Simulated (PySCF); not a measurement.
System: C$_{6}$H$_{5}$F$_{3}$ (SMILES FC(F)(F)C#CC1CC1).

```xyz
14

F     3.6747    0.8273   -0.5327
C     2.8120   -0.1661   -0.8088
F     3.3280   -1.2833   -0.2646
F     2.8455   -0.3431   -2.1422
C     1.4760    0.1173   -0.3233
C     0.3739    0.3694    0.0852
C    -0.9357    0.6427    0.5579
C    -2.1165    0.1467   -0.2410
C    -1.7828   -0.5016    1.0589
H    -1.0229    1.5996    1.0573
H    -2.9814    0.7894   -0.2970
H    -1.9099   -0.3968   -1.1499
H    -2.4142   -0.3135    1.9132
H    -1.3475   -1.4885    1.0399
```

Geometry: GFN2-xTB.

The calculation used PBE0/pcSseg-1, SCF density, gas phase, non-relativistic (PySCF 2.14.0).

Q: Predict the electron density and electron localisation function between the atoms.

A: C–C (1.20 Å): the density is about 2.7 e/Å³ at the midpoint; the ELF peaks at about 0.85 between the atoms (a short, multiple covalent bond).
C–H (1.08 Å): ρ is about 2.1 e/Å³ halfway; the ELF climbs to about 1 towards the hydrogen, as it does in any bond to H; a covalent bond by its length.

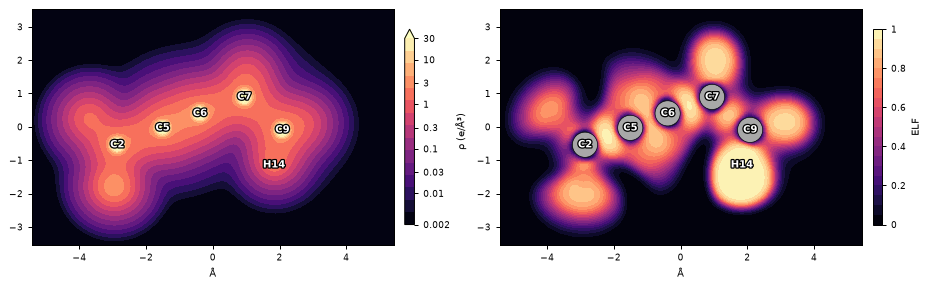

Computed electron density and electron localisation function on the plane of atoms C7, C9 and H14, in this order. Grey discs cover the atomic cores in the ELF map. 
